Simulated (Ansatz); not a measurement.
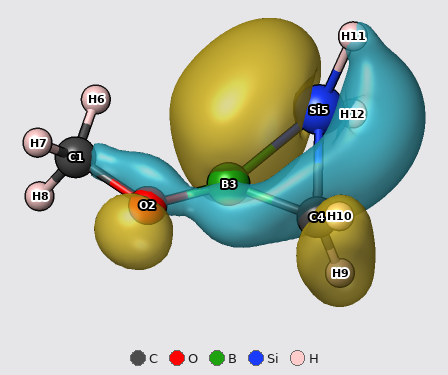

Figure 1: C2H7BOSi (SMILES COB1C[SiH2]1). The HOMO at ±0.1 Å⁻³ᐟ² (yellow and cyan are the two phases), seen at a tilt.

Theory: RKS CAM-B3LYP/6-31G in Ansatz 0.2.0.

The calculation's input:

```
crystal:
  periodic: [false, false, false]
  atoms:
    - { symbol: C, position_ang: [-1.8622, 0.8559, 0.1707] }
    - { symbol: O, position_ang: [-1.1433, 0.2185, 1.1189] }
    - { symbol: B, position_ang: [0.0467, -0.2746, 0.4505] }
    - { symbol: C, position_ang: [0.9439, -1.3785, -0.3276] }
    - { symbol: Si, position_ang: [2.0231, -0.0541, -0.1397] }
    - { symbol: H, position_ang: [-1.3719, 1.8033, -0.251] }
    - { symbol: H, position_ang: [-2.8038, 1.2796, 0.6556] }
    - { symbol: H, position_ang: [-2.1962, 0.2389, -0.6708] }
    - { symbol: H, position_ang: [0.5026, -1.5208, -1.3166] }
    - { symbol: H, position_ang: [1.0873, -2.2878, 0.3113] }
    - { symbol: H, position_ang: [2.808, 0.0207, 1.1328] }
    - { symbol: H, position_ang: [2.0426, 1.0437, -1.1001] }
basis:
  gaussian: { orbitals: "6-31G" }
hamiltonian:
  xc: cam_b3lyp
relax:
  f_tol: 0.015
  max_steps: 40
output:
  orbitals: {}
```

Command:

```sh
ansatz run input.yaml --threads 1 --pin off --max-ram 2048MiB --backend cpu --events-out ev --progress --plain --runs-dir out
```

The fields are those of the relaxed geometry.

Question: Describe this orbital and give its energy.

Answer: Its weight (Hirshfeld) is mainly on Si5 (about 40 %), B3 (about 20 %), C4 (about 15 %) and O2 (about 10 %). Its energy is −7.39 eV.
